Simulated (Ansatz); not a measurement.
H5OPSi2

The calculation's input:

```
crystal:
  periodic: [false, false, false]
  atoms:
    - {symbol: O, position_ang: [-1.249943, 0.120909, -0.346245]}
    - {symbol: P, position_ang: [1.505519, 0.030303, 0.698686]}
    - {symbol: Si, position_ang: [0.035244, 1.185996, -0.646870]}
    - {symbol: Si, position_ang: [-0.554663, -1.000761, 0.719094]}
    - {symbol: H, position_ang: [0.400435, 1.239825, -2.088499]}
    - {symbol: H, position_ang: [-0.277750, 2.555580, -0.158133]}
    - {symbol: H, position_ang: [1.947923, -0.774845, -0.399201]}
    - {symbol: H, position_ang: [-0.577767, -2.386288, 0.176565]}
    - {symbol: H, position_ang: [-1.229008, -0.970720, 2.044593]}
basis:
  gaussian:
    orbitals: def2-TZVPD
hamiltonian:
  xc: pbe0
output: {forces: true, orbitals: {seedname: orbitals}}
```

Command:

```sh
ansatz run input.yaml --threads 2 --pin off --max-ram 4350MiB --events-out events.jsonl --progress --plain --runs-dir runs
```

Geometry: B3LYP-D3(BJ)/def2-SVP.

Theory: isolated molecule in a Gaussian basis; Kohn-Sham density functional theory, functional PBE0 in Ansatz.

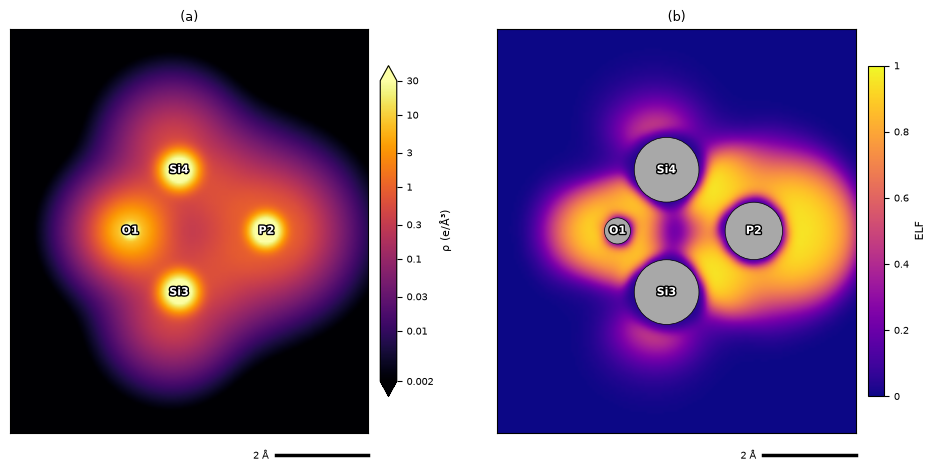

Figure 1. (a) total electron density; (b) ELF on the plane of atoms Si3, O1 and Si4. Grey discs cover the atomic cores in the ELF map.

Question: Read the bonding off the picture.

Answer: The section cuts through O, P and Si sites.
Si–O (1.70 Å): the density is about 1.1 e/Å³ at the midpoint; the ELF peaks at about 0.85 between the atoms, as expected for a polar covalent bond.
Si–P (2.30 Å): ρ at the midpoint is about 0.67 e/Å³; the ELF peaks at about 0.95 between the atoms: a shared electron pair.
The ELF also peaks beside O1 and P2, away from the bonds: lone-pair regions.

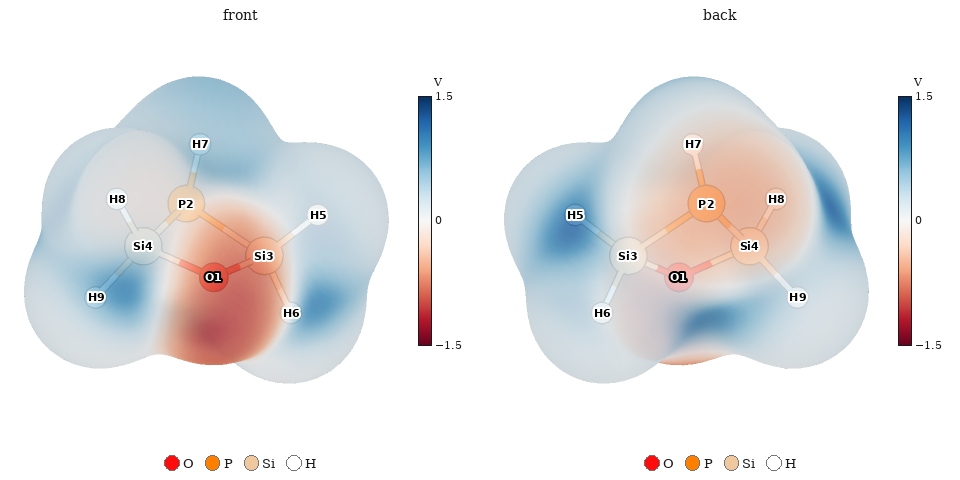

Figure 2. The electrostatic potential painted on the density surface at 0.001 e/bohr³, seen from the front and from behind; the colour scale runs from red (negative) to blue (positive).

Question: Describe the electrostatic potential map.

Answer: The most negative region (about −1.0 V, or −23 kcal/mol for a unit charge) lies over O1, the most positive (about +1.1 V, or +25 kcal/mol for a unit charge) over Si3 and Si4. O1 is the likeliest acceptor of a hydrogen bond.

Question: How polar is the molecule by this calculation?

Answer: Its dipole moment is 0.48 D.

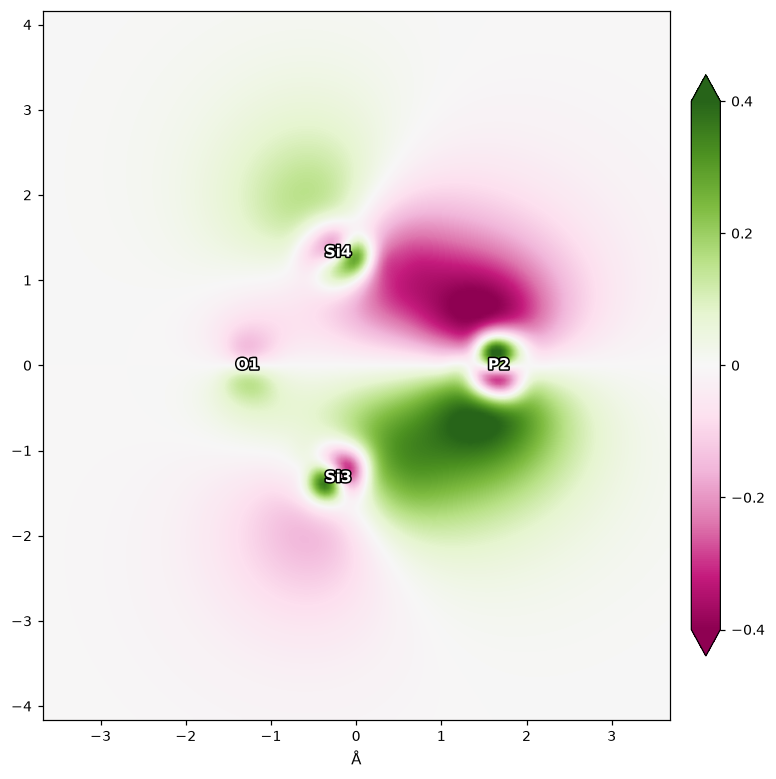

Figure 3. The HOMO−1 on the plane of atoms O1, Si4 and P2 (values in Å⁻³ᐟ²; the overall sign is arbitrary).

Question: What is the character of this orbital?

Answer: By Hirshfeld shares it lies mainly on P2 (about 45 %), Si3 (about 20 %) and Si4 (about 20 %). Its energy is −8.17 eV.
